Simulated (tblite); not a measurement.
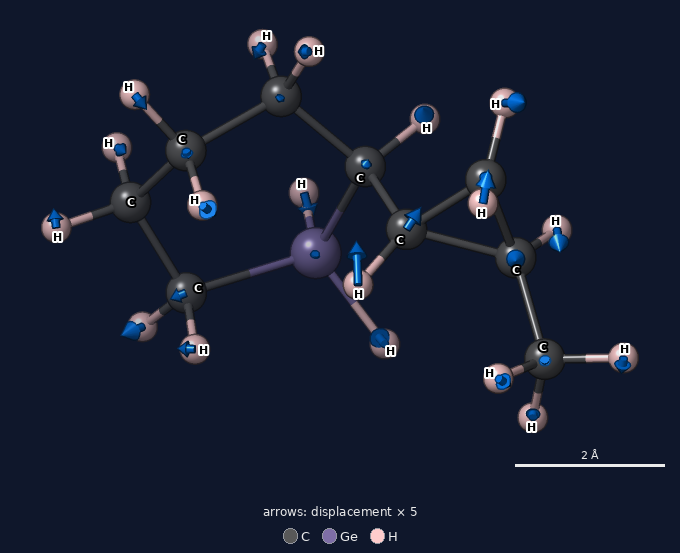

This is a relaxation of C9H18Ge. The starting structure is drawn; blue arrows show the displacements, 5 times their true length. The two geometries are superimposed by the best rigid fit.

A ball-and-stick model, seen at a tilt.

Theory: GFN2-xTB geometry optimisation, gas phase in tblite. 

> Atoms of which element are displaced furthest, and by how much?

Hydrogen: up to 0.13 Å, against 0.07 Å for carbon.

> Describe the change and its energy.

An H atom moves most after the best rigid fit: 0.13 Å. By element the largest moves are H 0.13 Å, C 0.07 Å, Ge 0.02 Å. Some distances before and after: C–Ge 1.944 → 1.990 Å, C–Ge 1.933 → 1.974 Å, C–H 1.130 → 1.094 Å, Ge–H 1.546 → 1.510 Å. Bond angles that change, for instance: H–C–H 122.2° → 113.7°, C–C–H 120.4° → 114.4°, C–C–C 114.5° → 120.0°. Over 39 geometry steps the energy falls by 45.1 kJ/mol. Cost: 0.75 s on 1 thread of AMD EPYC (shared host).
